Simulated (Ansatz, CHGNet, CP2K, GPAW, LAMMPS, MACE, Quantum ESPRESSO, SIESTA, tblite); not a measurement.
**SIESTA on Zn40S29Se11 with crystalline order left by the classical run (80 atoms): settings against a plane-wave reference**

How do the settings of SIESTA change the result for Zn40S29Se11 with crystalline order left by the classical run (80 atoms)? A plane-wave run serves as the yardstick.

Calculated with SIESTA 5.4.2; the method is named at each step.

### Step 1. The starting structure

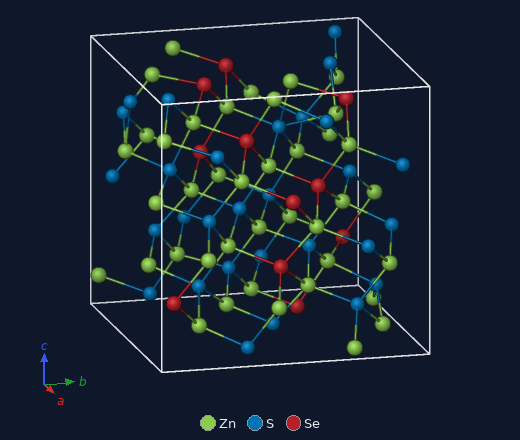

The cell as given, slightly off an axis (zinc green, sulfur blue, selenium red).

The cell holds 80 atoms: 40 Zn, 29 S and 11 Se. Cell: a = 11.843 Å, b = 11.843 Å, c = 11.843 Å, α = 90.0°, β = 90.0°, γ = 90.0°. 80 atoms (40 Zn, 29 S, 11 Se) placed at random at 4.41 g/cm³, melted at 2500 K for 10 ps at fixed volume with the Stillinger-Weber II-VI potential (Zhou et al., Phys. Rev. B 88, 085309 (2013)). Quenched from 2500 K to 300 K at 4 K/ps and fixed volume, annealed at 800 K for 50 ps, held 5 ps.

The yardstick, on the same geometry:

| Quantity | Value |
| --- | --- |
| method | Kohn-Sham DFT, PBE, SSSP efficiency 1.3.0 pseudopotentials, plane waves (Quantum ESPRESSO 7.5); sssp-pbe-1.3.0-efficiency, cutoffs 45/360 Ry, Γ point |
| r.m.s. force component | 0.4211 eV/Å |
| longest force | 2.329 eV/Å |
| pressure | 0.934 GPa |
| time | 6 min on 4 MPI ranks of Arm Neoverse V2, shared host |
| CPU time | 24 min |

### Step 2. PBE, DZP, shift 0.01 Ry, mesh 500 Ry

Method: Kohn-Sham DFT, PBE, PseudoDojo 0.4.1 norm-conserving pseudopotentials (converted to PSML), numerical atomic orbitals (DZP), diagonalisation.

The .psml files are PseudoDojo norm-conserving potentials that we converted to this format, checked against plane waves on the same files for H, C, O, Si, Ge and Ca alone.

input.fdf

```
SystemLabel cell
NumberOfAtoms 80
NumberOfSpecies 3
%block ChemicalSpeciesLabel
  1 30 Zn
  2 16 S
  3 34 Se
%endblock ChemicalSpeciesLabel
LatticeConstant 1.0 Ang
%block LatticeVectors
  11.84320 0.00000 0.00000
  0.00000 11.84320 0.00000
  0.00000 0.00000 11.84320
%endblock LatticeVectors
PAO.BasisSize DZP
PAO.EnergyShift 0.01 Ry
XC.Functional GGA
XC.Authors PBE
MeshCutoff 500 Ry
%block kgrid_Monkhorst_Pack
  1 0 0 0.0
  0 1 0 0.0
  0 0 1 0.0
%endblock kgrid_Monkhorst_Pack
SolutionMethod diagon
OccupationFunction FD
ElectronicTemperature 580 K
SCF.Mixer.Method Pulay
SCF.Mixer.Weight 0.15
SCF.Mixer.History 8
SCF.Mix Hamiltonian
MaxSCFIterations 300
SCF.DM.Tolerance 1e-04
SCF.H.Tolerance 1.0e-3 eV
WriteForces T
Write.HirshfeldPop T
Write.VoronoiPop T
Write.DM F
Write.H F
XML.Write F
AtomicCoordinatesFormat Fractional
%block AtomicCoordinatesAndAtomicSpecies
  0.87957 0.61085 0.47178 1
  0.23190 0.53856 0.07828 1
  0.45393 0.79534 0.77238 1
  0.34658 0.96446 0.04399 1
  0.98714 0.44231 0.20693 1
  0.30924 0.68890 0.60277 1
  0.53355 0.36585 0.10957 1
  0.28289 0.98487 0.42218 1
  0.80877 0.19056 0.11218 1
  0.33267 0.42078 0.79265 1
  0.14388 0.17198 0.65323 1
  0.88937 0.32783 0.66165 1
  0.79333 0.75414 0.74645 1
  0.56104 0.06797 0.28344 1
  0.09245 0.00554 0.12963 1
  0.16499 0.87528 0.82881 1
  0.95891 0.73178 0.03130 1
  0.71535 0.32393 0.37676 1
  0.02208 0.88716 0.57915 1
  0.14984 0.43788 0.48896 1
  0.62874 0.21650 0.82285 1
  0.06947 0.28874 0.95235 1
  0.58052 0.78695 0.47775 1
  0.41991 0.01815 0.67666 1
  0.91666 0.03162 0.83904 1
  0.99127 0.17753 0.40291 1
  0.69758 0.90586 0.04146 1
  0.73739 0.04863 0.56150 1
  0.27195 0.25075 0.23784 1
  0.83884 0.89460 0.30595 1
  0.69972 0.62596 0.20620 1
  0.31990 0.14530 0.92782 1
  0.60828 0.50392 0.63587 1
  0.53666 0.60468 0.92767 1
  0.42314 0.51650 0.35875 1
  0.44474 0.25839 0.52084 1
  0.05879 0.58368 0.76391 1
  0.41098 0.77610 0.21272 1
  0.13086 0.70842 0.31230 1
  0.80426 0.47236 0.93766 1
  0.76336 0.08795 0.95047 2
  0.85523 0.93930 0.67403 2
  0.36369 0.41927 0.19874 2
  0.57581 0.14367 0.63706 2
  0.54491 0.67161 0.31134 2
  0.80258 0.78334 0.15066 2
  0.55495 0.40886 0.46901 2
  0.18836 0.17204 0.07410 2
  0.65013 0.23122 0.21579 2
  0.67856 0.94458 0.40520 2
  0.10066 0.32307 0.32642 2
  0.40357 0.86096 0.53872 2
  0.64550 0.50928 0.05671 2
  0.90799 0.34586 0.04579 2
  0.13195 0.75748 0.67849 2
  0.90039 0.64225 0.86724 2
[... 20 atom lines left out ...]
  0.71520 0.66062 0.57834 3
  0.46129 0.30218 0.91500 3
  0.23021 0.88123 0.24823 3
  0.82242 0.49214 0.31468 3
%endblock AtomicCoordinatesAndAtomicSpecies
```

The run is started by

```
$ OMP_NUM_THREADS=1 mpirun -np 2 siesta < input.fdf > output.txt
```

Output:

```text
Version         : 5.4.2
reinit: System Name:
reinit: System Label: cell
initatom: Reading input for the pseudopotentials and atomic orbitals ----------
Species number:   1 Atomic number:   30 Label: Zn
Species number:   2 Atomic number:   16 Label: S
Species number:   3 Atomic number:   34 Label: Se
Ground state valence configuration (from tables):   4s02  4p00  3d10  4f00
Ground state valence configuration (from tables):   3s02  3p04  3d00  4f00
Ground state valence configuration (from tables):   4s02  4p04  4d00  4f00
---- Processing specs for species: Zn
GGA--PBE XC_GGA_X_PBE--XC_GGA_C_PBE pb
Semicore shell(s) with  8 electrons included in the valence for Zn
---- Processing specs for species: S
GGA--PBE XC_GGA_X_PBE--XC_GGA_C_PBE pb
---- Processing specs for species: Se
GGA--PBE XC_GGA_X_PBE--XC_GGA_C_PBE pb
Semicore shell(s) with 10 electrons included in the valence for Se
Semicore shell(s): 3s 3p
Fallback to non-perturbative polarization scheme for Zn
Please see the manual if this is not desired in principle
Semicore shell(s): 3d
Fallback to non-perturbative polarization scheme for Se
Please see the manual if this is not desired in principle
Zn pseudopotential only contains V_ls up to l=2 -- lmxkb reset.
S pseudopotential only contains V_ls up to l=2 -- lmxkb reset.
Se pseudopotential only contains V_ls up to l=2 -- lmxkb reset.
Using PAO.SplitTailNorm
%block ChemicalSpeciesLabel
    1   30 Zn                      # Species index, atomic number, species label
    2   16 S                       # Species index, atomic number, species label
    3   34 Se                      # Species index, atomic number, species label
%endblock ChemicalSpeciesLabel
%block PAO.Basis                 # Define Basis set
Zn                    5                    # Species label, number of l-shells
 n=3   0   1                         # n, l, Nzeta
   2.063
   1.000
 n=4   0   2                         # n, l, Nzeta
   5.524      3.917
   1.000      1.000
 n=3   1   1                         # n, l, Nzeta
   2.281
[...]
3.525      2.132
[...]
S                     2                    # Species label, number of l-shells
[...]
n=3   1   2 P   1                   # n, l, Nzeta, Polarization, NzetaPol
[...]
Se                    4                    # Species label, number of l-shells
[...]
5.831      4.139
   1.000      1.000
 n=3   2   1                         # n, l, Nzeta
[...]
n=4   2   1                         # n, l, Nzeta
   5.831
   1.000
%endblock PAO.Basis
coor:   Atomic-coordinates input format  =     Fractional
siesta: System type = bulk
initatomlists: Number of atoms, orbitals, and projectors:     80  1335  1440
siesta: ******************** Simulation parameters ****************************
Total number of electrons:  1150.000000
Total ionic charge:  1150.000000
 Kpoints in:            1 . Kpoints trimmed:            1
siesta: k-grid: Number of k-points = 1
siesta: k-points from Monkhorst-Pack grid
siesta: k-cutoff (effective) =     5.922 Ang
siesta: k-point supercell and displacements
siesta: k-grid:     1     0     0      0.000
siesta: k-grid:     0     1     0      0.000
siesta: k-grid:     0     0     1      0.000
                     ====================================
                        Single-point calculation
                     ====================================
outcell: Unit cell vectors (Ang):
       11.843200    0.000000    0.000000
        0.000000   11.843200    0.000000
        0.000000    0.000000   11.843200
outcell: Cell vector modules (Ang)   :   11.843200   11.843200   11.843200
outcell: Cell angles (23,13,12) (deg):     90.0000     90.0000     90.0000
outcell: Cell volume (Ang**3)        :   1661.1436
Gamma-point calculation with multiply-connected orbital pairs
Gamma-point calculation with multiply-connected orbital pairs
Folding of H and S implicitly performed
Folding of H and S implicitly performed
new_DM -- step:     1
Initializing Density Matrix...
Attempting to read DM from file... Failed...
DM filled with atomic data:
InitMesh: MESH = 160 x 160 x 160 = 4096000
InitMesh: Mesh cutoff (required, used) =   500.000   504.433 Ry
stepf: Fermi-Dirac step function
        iscf     Eharris(eV)        E_KS(eV)     FreeEng(eV)     dDmax    Ef(eV) dHmax(eV)
   scf:    1  -270141.817798  -271653.171871  -271653.372097  1.168417  0.088748 41.344298
   scf:    2  -272806.735187  -272336.913493  -272336.926150  0.722517 -0.856174 18.555381
   scf:    3  -272502.977930  -272441.571676  -272441.642708  0.445220 -1.549198  8.273292
[...]
scf:   16  -272460.850040  -272460.850023  -272460.929216  0.000119 -1.796637  0.000379
   scf:   17  -272460.850028  -272460.850026  -272460.929217  0.000031 -1.796655  0.000219
SCF Convergence by DM+H criterion
max |DM_out - DM_in|         :     0.0000312983
max |H_out - H_in|      (eV) :     0.0002192428
SCF cycle converged after 17 iterations
Using DM_out to compute the final energy and forces
siesta: E_KS(eV) =          -272460.8500
siesta: E_KS - E_eggbox =   -272460.8500
siesta: Atomic forces (eV/Ang):
     1    0.367682    0.659097   -0.554339
     2    0.163040   -0.506656    0.356862
     3    0.457227    0.885741    0.449027
[...]
79    0.157222    0.150158   -0.348159
    80   -0.373541    0.203927    0.037546
----------------------------------------
   Tot   -0.007933    0.001427    0.008462
----------------------------------------
   Max    2.270684
   Res    0.489400    sqrt( Sum f_i^2 / 3N )
----------------------------------------
   Max    2.270684    constrained
Stress tensor Voigt[x,y,z,yz,xz,xy] (kbar):       -1.40       -0.89       -0.86       -7.16        8.93       -5.70
(Free)E + p*V (eV/cell)  -272459.8417
Target enthalpy (eV/cell)  -272460.9292
siesta: Program's energy decomposition (eV):
siesta: Ebs     =    -42158.408847
siesta: Eions   =    313794.209389
siesta: Ena     =     13892.596416
siesta: Ekin    =    127577.771378
siesta: Enl     =    -67328.289351
siesta: DEna    =      1307.963347
siesta: DUscf   =       151.170384
siesta: Ex      =    -32393.080590
siesta: Ec      =     -1874.772221
siesta: Exc     =    -34267.852811
siesta: Eharris =   -272460.850028
siesta: Etot    =   -272460.850026
siesta: FreeEng =   -272460.929217
siesta: Final energy (eV):
siesta:  Band Struct. =  -42158.408847
siesta:       Kinetic =  127577.771378
siesta:       Hartree =  112504.579127
siesta:         Exch. =  -32393.080590
siesta:         Corr. =   -1874.772221
siesta:   Exch.-corr. =  -34267.852811
siesta:  Ion-electron = -359617.764298
siesta:       Ion-ion = -118657.583422
siesta:         Total = -272460.850026
siesta:         Fermi =      -1.796655
siesta: Stress tensor (static) (eV/Ang**3):
siesta:    -0.000873   -0.003555    0.005571
siesta:    -0.003555   -0.000554   -0.004469
siesta:     0.005571   -0.004469   -0.000537
siesta: Cell volume =       1661.143650 Ang**3
siesta: Pressure (static):
siesta:                Solid            Molecule  Units
siesta:           0.00000713         -0.00002230  Ry/Bohr**3
siesta:           0.00065465         -0.00204731  eV/Ang**3
siesta:           1.04887294         -3.28015505  kBar
    Orbital volume contribution        =          31.195180 eV
    (Free)E + p_basis*V_orbitals       =     -272429.734036 eV
    (Free)Eharris+ p_basis*V_orbitals  =     -272429.734039 eV
Hirshfeld Atomic Populations:
Atom #   charge [q] valence [e]  Species
     1     0.597077   19.402923  Zn
     2     0.608624   19.391376  Zn
     3     0.542178   19.457822  Zn
[...]
41    -0.625370    6.625370  S
    42    -0.614974    6.614974  S
    43    -0.616125    6.616125  S
[...]
70    -0.593994   16.593994  Se
    71    -0.603416   16.603416  Se
    72    -0.340663   16.340663  Se
[...]
--------------------
 Total    -0.000125
Voronoi Atomic Populations:
Atom #   charge [q] valence [e]  Species
[...]
39     0.593621   19.406379  Zn
    40     0.608245   19.391755  Zn
[...]
68    -0.620830    6.620830  S
    69    -0.636818    6.636818  S
[...]
79    -0.527468   16.527468  Se
    80    -0.542197   16.542197  Se
--------------------
 Total    -0.000125
```

The job ended after 2.1 min (2 MPI ranks of Arm Neoverse V2, shared host; peak memory 1.8 GiB).

Banners, paths, timers and routine set-up lines are dropped from the logs unmarked, and long logs keep their key lines alone; longer cuts are marked.

Compared with the plane-wave run:

- r.m.s. force component: 0.4894 eV/Å
- r.m.s. difference of force components: 134.1 meV/Å
- longest difference of force vectors: 1070 meV/Å
- force difference over r.m.s. force: 31.86 %
- slope of forces against the reference's: 1.125
- correlation of force components: 0.9677
- pressure: 0.1049 GPa
- pressure difference: -0.8291 GPa

This run lies far from the reference in forces at the same functional. Basis and potentials both differ; the latter hold 1150 valence electrons against the reference's 1040.

Length of the force difference by element (eV/Å):

| element | atoms | mean | most |
| --- | --- | --- | --- |
| S | 29 | 0.13 | 1.1 |
| Se | 11 | 0.20 | 0.90 |
| Zn | 40 | 0.20 | 0.38 |

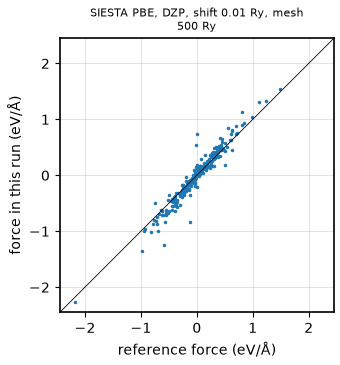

Force components against those of the reference; the line marks equality.

The surroundings of Se72, whose charge lies farthest from its element's mean, nearest first, numbered as they follow in the input and with coordinates relative to it.

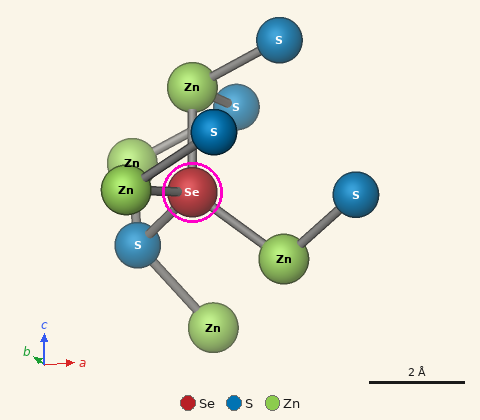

The atoms of the table, within 3.7 Å (arrows a, b, c point along x, y, z); some may hide others; the central atom is ringed.

| atom | x | y | z | distance (Å) | bonds | Hirshfeld charge (e) | Fx | Fy | Fz (eV/Å) |
| --- | --- | --- | --- | --- | --- | --- | --- | --- | --- |
| Se72 | 0.00 | 0.00 | 0.00 | 0.00 | 4 | -0.34 | -0.49 | -1.24 | 0.55 |
| S62 | -0.78 | 1.67 | -1.40 | 2.32 | 4 | -0.42 | 0.18 | 0.74 | -0.83 |
| Zn34 | 1.80 | -0.76 | -1.37 | 2.39 | 4 | 0.61 | 0.93 | 0.13 | -0.70 |
| Zn38 | 0.31 | 1.27 | 2.00 | 2.39 | 4 | 0.60 | 1.14 | 0.75 | 0.49 |
| Zn2 | -1.81 | -1.55 | 0.41 | 2.42 | 4 | 0.61 | 0.16 | -0.51 | 0.36 |
| S43 | -0.25 | -2.96 | 1.84 | 3.49 | 4 | -0.62 | -0.18 | 0.17 | -0.43 |
| Zn4 | -0.45 | 3.50 | 0.00 | 3.53 | 2 | 0.52 | 1.55 | 0.15 | 0.03 |
| S53 | 3.09 | -1.89 | 0.16 | 3.62 | 4 | -0.59 | 0.54 | 0.32 | -0.45 |
| Zn3 | 0.82 | 1.50 | -3.21 | 3.64 | 3 | 0.54 | 0.46 | 0.89 | 0.45 |
| S59 | 1.70 | 3.05 | 1.20 | 3.69 | 4 | -0.63 | -0.87 | 0.64 | 0.46 |
| S45 | 1.90 | 0.03 | 3.17 | 3.69 | 4 | -0.61 | -1.00 | 0.02 | 0.82 |

Forces lie 32 % from the reference's, at 0.17 times its CPU time (on 2 against 4 cores).

### Step 3. PBE, SZ, shift 0.02 Ry, mesh 500 Ry

Method: Kohn-Sham DFT, PBE, PseudoDojo 0.4.1 norm-conserving pseudopotentials (converted to PSML), numerical atomic orbitals (SZ), diagonalisation.

input.fdf, as its differences from that of step 2:

```diff
@@ -14,4 +14,4 @@
 %endblock LatticeVectors
-PAO.BasisSize DZP
-PAO.EnergyShift 0.01 Ry
+PAO.BasisSize SZ
+PAO.EnergyShift 0.02 Ry
 XC.Functional GGA
```

The run is started by

```
$ OMP_NUM_THREADS=1 siesta < input.fdf > output.txt
```

Output:

```text
Version         : 5.4.2
reinit: System Name:
reinit: System Label: cell
initatom: Reading input for the pseudopotentials and atomic orbitals ----------
Species number:   1 Atomic number:   30 Label: Zn
Species number:   2 Atomic number:   16 Label: S
Species number:   3 Atomic number:   34 Label: Se
Ground state valence configuration (from tables):   4s02  4p00  3d10  4f00
[... lines left out ...]
SCF Convergence by DM+H criterion
[... lines left out ...]
SCF cycle converged after 35 iterations
[... lines left out ...]
   Max    5.679034
[... lines left out ...]
   Max    5.679034    constrained
Stress tensor Voigt[x,y,z,yz,xz,xy] (kbar):       65.64       59.26       63.82       -9.25       12.94      -12.39
[... lines left out ...]
siesta: FreeEng =   -272045.758890
[... lines left out ...]
siesta:         Fermi =       3.663141
[... lines left out ...]
siesta:         -62.90274161        -52.13249304  kBar
[... lines left out ...]
    (Free)Eharris+ p_basis*V_orbitals  =     -272033.867382 eV
Hirshfeld Atomic Populations:
Atom #   charge [q] valence [e]  Species
     1     0.871064   19.128936  Zn
     2     0.886796   19.113204  Zn
     3     0.833635   19.166365  Zn
[...]
41    -0.896951    6.896951  S
    42    -0.881073    6.881073  S
    43    -0.883491    6.883491  S
[...]
70    -0.853809   16.853809  Se
    71    -0.866333   16.866333  Se
    72    -0.695494   16.695494  Se
[...]
--------------------
 Total    -0.000011
Voronoi Atomic Populations:
Atom #   charge [q] valence [e]  Species
[...]
39     0.996373   19.003627  Zn
    40     1.013676   18.986324  Zn
[...]
68    -1.004311    7.004311  S
    69    -1.018373    7.018373  S
[...]
79    -1.026994   17.026994  Se
    80    -0.998716   16.998716  Se
--------------------
 Total    -0.000010
```

Elapsed: 2.8 min, on 1 thread; peak memory 0.83 GiB.

Numbers from this run, and their distance from the reference:

```yaml
r_m_s_force_component: 1.022 eV/Å
r_m_s_difference_of_force_components: 810.6 meV/Å
longest_difference_of_force_vectors: 7487 meV/Å
force_difference_over_r_m_s_force: 192.5 %
slope_of_forces_against_the_reference_s: 1.595
correlation_of_force_components: 0.6568
pressure: -6.29 GPa
pressure_difference: -7.224 GPa
```

This is a coarse setting, run to see what it loses.

Against the first run (32 %), the force difference from the reference is 193 %, at 0.67 times the CPU time (on 1 against 2 cores) (35 SCF steps against 17).

(Continued in part 2 of 2.)

[Also dropped from logs without a mark: logging warnings of Python, and SIESTA's first energy breakdown and zero terms.]

[Logs are printed without paths, hosts, clocks, repeated set-up lines and the standing remarks that a program may print on its own settings, such as how far it seeks lower states.]

[Hosts, paths, dates, database ids (printed as entryN), source tags and the programs' standing remarks are cut or masked in the printed files.]
